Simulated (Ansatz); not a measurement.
C₃H₃FLi (SMILES CC#[C][Li-][F]) (charge −1)

The calculation's input:

```
crystal:
  periodic: [false, false, false]
  atoms:
    - {symbol: C, position_ang: [-2.295807, 2.159578, -1.227146]}
    - {symbol: C, position_ang: [-1.470582, 1.430272, -0.266870]}
    - {symbol: C, position_ang: [-0.768728, 0.809891, 0.549799]}
    - {symbol: F, position_ang: [1.343425, -1.052310, 3.008860]}
    - {symbol: Li, position_ang: [0.392019, -0.213797, 1.901127]}
    - {symbol: H, position_ang: [-3.274562, 2.452664, -0.802793]}
    - {symbol: H, position_ang: [-2.512589, 1.562914, -2.133199]}
    - {symbol: H, position_ang: [-1.812133, 3.092207, -1.573850]}
basis:
  gaussian: {orbitals: def2-TZVPD}
hamiltonian: {xc: pbe0}
output: {forces: true, orbitals: {seedname: orbitals}}
total_charge: -1
```

Run with:

```sh
ansatz run input.yaml --threads 2 --pin off --max-ram 4350MiB --events-out events.jsonl --progress --plain --runs-dir runs
```

Geometry: r2SCAN-D4/def2-SVPD.

The calculation used isolated molecule in a Gaussian basis; Kohn-Sham density functional theory, functional PBE0 in Ansatz.

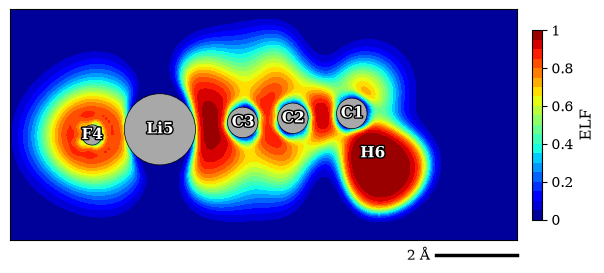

Figure 1. Electron localisation function on the plane of atoms C2, C1 and H6. Grey discs cover the atomic cores.

Q: Interpret the plot.

A: Atoms in the plane: C, F, Li and H.
C–C (1.24 Å): the ELF peaks at about 0.85 between the atoms; a multiple bond.
Li–F (1.68 Å): the ELF peaks at about 0.85 in the valence shell of F, 0.5 Å from its nucleus, and falls to about 0.15 next to Li: a largely ionic contact.
C–Li (2.05 Å): the ELF peaks at about 1 in the valence shell of C, 0.8 Å from its nucleus, and is about 0.90 at the midpoint.
C–H (1.11 Å): the ELF climbs to about 1 towards the hydrogen, as it does in any bond to H: a covalent bond by its length.

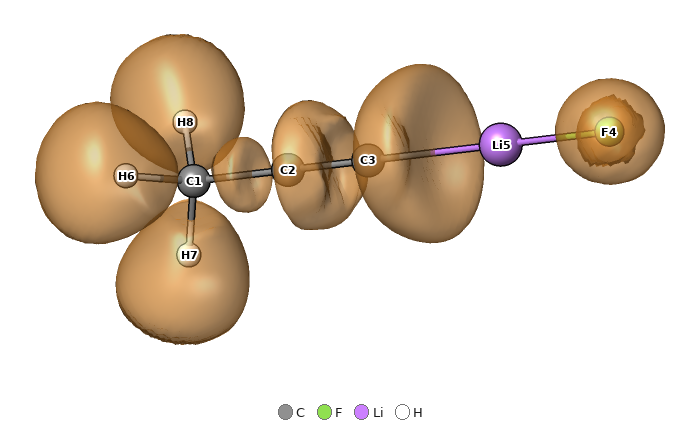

Figure 2. Isosurface of the ELF at 0.8 (orange), seen at a tilt. Only the valence region is drawn (cores and ρ < 0.01 e/Å³ removed).

Q: Describe the localisation domains.

A: The surface consists of two regions between bonded C–C atoms (shared pairs), three regions around hydrogen nuclei, one lobe of the valence shell of C pointing towards Li and one region wrapped around F (its valence shell).
